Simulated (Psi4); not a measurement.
# One shape, several levels: CH5B (BH2Me)

We compute a comparison of 3 runs (HF/3-21G, MN12-L/STO-3G, B3LYP/6-311+G**) of CH5B (BH2Me). 

Program for the calculation: Psi4 1.11.

1 further run of the same task is left out (it didn't finish).

**1. Starting point**

The species is CH5B (7 atoms), meant as a singlet with charge 0. SMILES: `[H]B([H])C`. The shape is that of a GFN2-xTB optimisation.

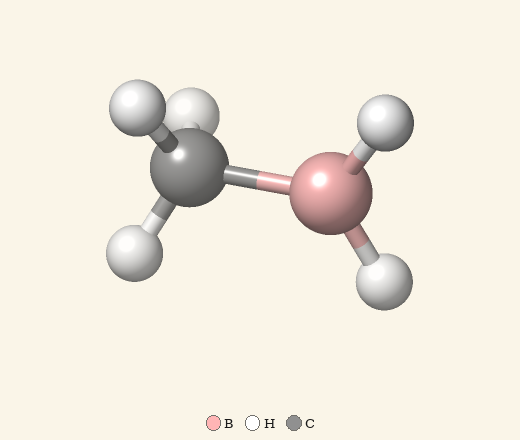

The structure, seen from a chosen angle (boron pink, hydrogen white, carbon grey).

**2. The energy at HF/3-21G (run 1)**

The input, input.json:

```json
{
 "schema_name": "qcschema_input",
 "schema_version": 1,
 "molecule": {
  "schema_name": "qcschema_molecule",
  "schema_version": 2,
  "symbols": ["B", "H", "H", "C", "H", "H", "H"],
  "geometry": [0.84062577, 1.47606508, 0.01182969, 3.05179431, 1.47837054, 0.01698864, -0.24505968, 3.39791654, -0.11601029, -0.63714006, -1.0846461, 0.07505992, -0.76647292, -1.75627367, -1.87298315, -2.5667961, -0.93779549, 0.76628394, 0.32304868, -2.57363691, 1.11881235],
  "molecular_charge": 0,
  "molecular_multiplicity": 1,
  "fix_symmetry": "c1"
 },
 "driver": "energy",
 "model": {
  "method": "hf",
  "basis": "3-21G"
 },
 "keywords": {
  "puream": true,
  "e_convergence": 1e-09,
  "d_convergence": 1e-08,
  "scf_type": "pk",
  "scf_properties": ["WIBERG_LOWDIN_INDICES", "QUADRUPOLE", "MAYER_INDICES"]
 }
}
```

On the command line:

```console
$ psi4 --qcschema input.json -n 1 --memory 1600MB
```

stdout:

```text
[...]
  Running in c1 symmetry.
[...]
  Nuclear repulsion =   31.931012603101177
[...]
  Multiplicity = 1
[...]
  Nalpha       = 8
  Nbeta        = 8
[...]
    Number of basis functions: 28
[...]
   @RHF iter   1:   -65.03878453650742   -7.76757e-01   8.71640e-03 ADIIS/DIIS
[...]
   @RHF iter  10:   -65.07746228960093   -1.69109e-12   6.91812e-09 DIIS
[...]
    Orbital Energies [Eh]
    ---------------------
    Doubly Occupied:
       1A    -11.137138     2A     -7.557414     3A     -0.952900
       4A     -0.672434     5A     -0.572149     6A     -0.546806
       7A     -0.475006     8A     -0.463575
[...]
  @RHF Final Energy:   -65.07746228960093
   => Energetics <=
    Nuclear Repulsion Energy =             31.9310126031011769
    One-Electron Energy =                -149.2621050718535685
    Two-Electron Energy =                  52.2536301791514504
    Total Energy =                        -65.0774622896009305
[...]
 Multipole Moments:
 ------------------------------------------------------------------------------------
     Multipole            Electronic (a.u.)      Nuclear  (a.u.)        Total (a.u.)
 ------------------------------------------------------------------------------------
 L = 1.  Multiply by 2.5417464519 to convert [e a0] to [Debye]
 Dipole X            :          0.5453025           -0.6240675           -0.0787650
 Dipole Y            :          0.9819052           -1.1391485           -0.1572433
 Dipole Z            :          0.0770892           -0.1155367           -0.0384475
 Magnitude           :                                                    0.1800211
 L = 2.  Multiply by 1.3450342976 to convert [e a0^2] to [Debye ang]
 Quadrupole XX       :        -34.7260088           22.6451169          -12.0808919
 Quadrupole XY       :        -17.1810441           16.9904832           -0.1905609
[...]
```

The result, in JSON:

```text
{
 "driver": "energy",
 "model": {
  "method": "hf",
  "basis": "3-21G"
 },
 "success": true,
 "return_result": -65.07746228960093,
 "properties": {
  "calcinfo_nbasis": 28,
  "calcinfo_nmo": 28,
  "calcinfo_nalpha": 8,
  "calcinfo_nbeta": 8,
  "calcinfo_natom": 7,
  "nuclear_repulsion_energy": 31.931012603101177,
  "return_energy": -65.07746228960093,
  "scf_one_electron_energy": -149.26210507185357,
  "scf_two_electron_energy": 52.25363017915145,
  "scf_dipole_moment": [-0.07876497116264991, -0.15724332332173274, -0.038447518820452775],
  "scf_total_energy": -65.07746228960093,
  "scf_iterations": 10
 }
}
```

It took 1.1 s on 1 thread of Intel Xeon 6975P-C (Granite Rapids), shared host; peak memory 0.18 GiB.

**3. The charge distribution at MN12-L/STO-3G (ddPCM benzene) (run 2)**

The input, job.json:

```json
{
 "schema_name": "qcschema_input",
 "schema_version": 1,
 "molecule": {
  "schema_name": "qcschema_molecule",
  "schema_version": 2,
  "symbols": ["B", "H", "H", "C", "H", "H", "H"],
  "geometry": [0.84062577, 1.47606508, 0.01182969, 3.05179431, 1.47837054, 0.01698864, -0.24505968, 3.39791654, -0.11601029, -0.63714006, -1.0846461, 0.07505992, -0.76647292, -1.75627367, -1.87298315, -2.5667961, -0.93779549, 0.76628394, 0.32304868, -2.57363691, 1.11881235],
  "molecular_charge": 0,
  "molecular_multiplicity": 1,
  "fix_symmetry": "c1"
 },
 "driver": "energy",
 "model": {
  "method": "mn12-l",
  "basis": "STO-3G"
 },
 "keywords": {
  "scf_type": "pk",
  "ddx": true,
  "ddx_model": "pcm",
  "ddx_solvent": "benzene",
  "ddx_radii_set": "uff",
  "scf_properties": ["WIBERG_LOWDIN_INDICES", "MAYER_INDICES", "MULLIKEN_CHARGES", "QUADRUPOLE", "MULTIPOLE(3)"]
 }
}
```

On the command line:

```console
$ psi4 --qcschema job.json -n 1 --memory 1600MB
```

stdout:

```text
[...]
  Running in c1 symmetry.
[...]
  Nuclear repulsion =   31.931012603101177
[...]
  Multiplicity = 1
[...]
  Nalpha       = 8
  Nbeta        = 8
[...]
    Number of basis functions: 15
[...]
   @RKS iter   1:   -64.85327673225272   -1.43929e+00   6.41427e-03 DIIS/ADIIS
[...]
   @RKS iter   6:   -64.85940843908422   -5.97349e-09   3.05281e-07 DIIS
[...]
    Orbital Energies [Eh]
    ---------------------
    Doubly Occupied:
       1A    -10.135568     2A     -6.688110     3A     -0.645785
       4A     -0.417837     5A     -0.346907     6A     -0.334044
       7A     -0.259365     8A     -0.252114
[...]
  @RKS Final Energy:   -64.85940843908422
   => Energetics <=
    Nuclear Repulsion Energy =             31.9310126031011769
    One-Electron Energy =                -149.5063980209182546
    Two-Electron Energy =                  63.8454186057027542
    DFT Exchange-Correlation Energy =     -11.1290759545406477
    Empirical Dispersion Energy =           0.0000000000000000
    VV10 Nonlocal Energy =                  0.0000000000000000
    DD Solvation Energy =                 -0.0003656724292607
    Total Energy =                        -64.8594084390842198
[...]
 Multipole Moments:
 ------------------------------------------------------------------------------------
     Multipole            Electronic (a.u.)      Nuclear  (a.u.)        Total (a.u.)
 ------------------------------------------------------------------------------------
 L = 1.  Multiply by 2.5417464519 to convert [e a0] to [Debye]
 Dipole X            :          0.5206765           -0.6240675           -0.1033909
 Dipole Y            :          0.9344109           -1.1391485           -0.2047375
 Dipole Z            :          0.0693584           -0.1155367           -0.0461783
 Magnitude           :                                                    0.2339649
 L = 2.  Multiply by 1.3450342976 to convert [e a0^2] to [Debye ang]
 Quadrupole XX       :        -33.5010152           22.6451169          -10.8558983
 Quadrupole XY       :        -17.1217901           16.9904832           -0.1313069
[...]
  Mulliken Charges: (a.u.)
   Center  Symbol    Alpha    Beta     Spin     Total
       1     B     2.37090  2.37090  0.00000  0.25821
       2     H     0.53795  0.53795  0.00000 -0.07589
       3     H     0.53777  0.53777  0.00000 -0.07555
       4     C     3.17958  3.17958  0.00000 -0.35915
       5     H     0.45306  0.45306  0.00000  0.09387
       6     H     0.46103  0.46103  0.00000  0.07795
       7     H     0.45972  0.45972  0.00000  0.08056
   Total alpha =  8.00000, Total beta =  8.00000, Total charge = -0.00000
  Mayer Bond Indices:
[...]
```

The result, in JSON:

```text
{
 "driver": "energy",
 "model": {
  "method": "mn12-l",
  "basis": "STO-3G"
 },
 "success": true,
 "return_result": -64.85940843908422,
 "properties": {
  "calcinfo_nbasis": 15,
  "calcinfo_nmo": 15,
  "calcinfo_nalpha": 8,
  "calcinfo_nbeta": 8,
  "calcinfo_natom": 7,
  "nuclear_repulsion_energy": 31.931012603101173,
  "return_energy": -64.85940843908422,
  "scf_one_electron_energy": -149.50639802091825,
  "scf_two_electron_energy": 63.845418605702754,
  "scf_xc_energy": -11.129075954540648,
  "scf_dipole_moment": [-0.10339093635667829, -0.2047375435668668, -0.04617832276168274],
  "scf_total_energy": -64.85940843908422,
  "scf_iterations": 6
 }
}
```

Run time: 3.3 s. Hardware: 1 thread of Intel Xeon 6975P-C (Granite Rapids), shared host; peak memory 0.39 GiB.

Atomic charges (e):

```csv
atom,Mulliken
B1,+0.258
H2,-0.076
H3,-0.076
C4,-0.359
H5,+0.094
H6,+0.078
H7,+0.081
```

**4. The energy at B3LYP/6-311+G(d,p) (run 3)**

The input, ch5b.in:

```
memory 1.6 GB

molecule geom {
  0 1
  B      0.444840     0.781100     0.006260
  H      1.614940     0.782320     0.008990
  H     -0.129680     1.798100    -0.061390
  C     -0.337160    -0.573970     0.039720
  H     -0.405600    -0.929380    -0.991140
  H     -1.358290    -0.496260     0.405500
  H      0.170950    -1.361910     0.592050
  symmetry c1
  no_reorient
  no_com
}

set reference rks
set puream true
set e_convergence 1e-09
set d_convergence 1e-08
set scf_type pk
set dft_radial_points 99
set dft_spherical_points 590

result, w = energy('b3lyp/6-311+G**', return_wfn=True)
oeprop(w, 'QUADRUPOLE', 'MULLIKEN_CHARGES', 'MAYER_INDICES')
print_variables()
```

On the command line:

```console
$ psi4 ch5b.in ch5b.out -n 1
```

ch5b.out:

```text
[...]
  Running in c1 symmetry.
[...]
  Nuclear repulsion =   31.931012594416508
[...]
  Multiplicity = 1
[...]
  Nalpha       = 8
  Nbeta        = 8
[...]
    Number of basis functions: 74
[...]
   @RKS iter   1:   -65.64960927008313   -3.89196e-01   1.06108e-02 DIIS/ADIIS
[...]
   @RKS iter  10:   -65.96726950712244   -1.40687e-12   4.13867e-09 DIIS
[...]
    Orbital Energies [Eh]
    ---------------------
    Doubly Occupied:
       1A    -10.146327     2A     -6.745330     3A     -0.705796
       4A     -0.490351     5A     -0.418949     6A     -0.406338
       7A     -0.338663     8A     -0.328715
[...]
  @RKS Final Energy:   -65.96726950712244
   => Energetics <=
    Nuclear Repulsion Energy =             31.9310125944165080
    One-Electron Energy =                -150.0103652120283755
    Two-Electron Energy =                  61.3112894778475379
    DFT Exchange-Correlation Energy =      -9.1992063673581015
    Empirical Dispersion Energy =           0.0000000000000000
    VV10 Nonlocal Energy =                  0.0000000000000000
    Total Energy =                        -65.9672695071224382
[...]
 Multipole Moments:
 ------------------------------------------------------------------------------------
     Multipole            Electronic (a.u.)      Nuclear  (a.u.)        Total (a.u.)
 ------------------------------------------------------------------------------------
 L = 1.  Multiply by 2.5417464519 to convert [e a0] to [Debye]
 Dipole X            :         -0.2771227            0.1768028           -0.1003199
 Dipole Y            :         -0.6727590            0.4810298           -0.1917292
 Dipole Z            :         -0.4524178            0.4225995           -0.0298184
 Magnitude           :                                                    0.2184338
 L = 2.  Multiply by 1.3450342976 to convert [e a0^2] to [Debye ang]
 Quadrupole XX       :        -34.5305451           22.6227293          -11.9078158
 Quadrupole XY       :        -17.2035312           16.9513671           -0.2521642
[...]
  Mulliken Charges: (a.u.)
   Center  Symbol    Alpha    Beta     Spin     Total
       1     B     2.44101  2.44101  0.00000  0.11799
       2     H     0.51254  0.51254  0.00000 -0.02508
       3     H     0.51252  0.51252  0.00000 -0.02503
       4     C     3.24185  3.24185  0.00000 -0.48370
       5     H     0.42954  0.42954  0.00000  0.14092
       6     H     0.43142  0.43142  0.00000  0.13715
       7     H     0.43113  0.43113  0.00000  0.13775
   Total alpha =  8.00000, Total beta =  8.00000, Total charge =  0.00000
  Mayer Bond Indices:
[...]
```

Wall time 7.8 s (1 thread of Intel Xeon 6975P-C (Granite Rapids), shared host); peak memory 1.1 GiB.

**5. The series**

```csv
run,level,task,SCF convergence threshold,energy (Eh),dipole moment (D),HOMO energy (eV),LUMO energy (eV),wall time
1,HF/3-21G,energy,1e-09,-65.077462,0.46,-12.61,2.81,1.1 s
2,MN12-L/STO-3G (ddPCM benzene),properties,–,-64.859408,0.59,-6.86,1.47,3.3 s
3,B3LYP/6-311+G**,energy,1e-09,-65.967270,0.56,-8.94,-1.55,7.8 s
```

**6. Results**

```
            quantity         value
 run 3: total energy  -65.96727 Eh
run 3: dipole moment        0.56 D
  run 3: HOMO energy      -8.94 eV
  run 3: LUMO energy      -1.55 eV
run 3: HOMO–LUMO gap       7.40 eV
```

The dipole moment (its size) runs from 0.46 D (HF/3-21G) to 0.59 D (MN12-L/STO-3G). The two ends differ in method and basis and solvent. The HOMO–LUMO gap runs from 7.40 eV (B3LYP/6-311+G**) to 15.42 eV (HF/3-21G). The two ends differ in method and basis. Totals of different functionals can't be ranked against each other. In run 2 the basis is minimal, so the values are rough. All runs together took 12 s, the longest 7.8 s.
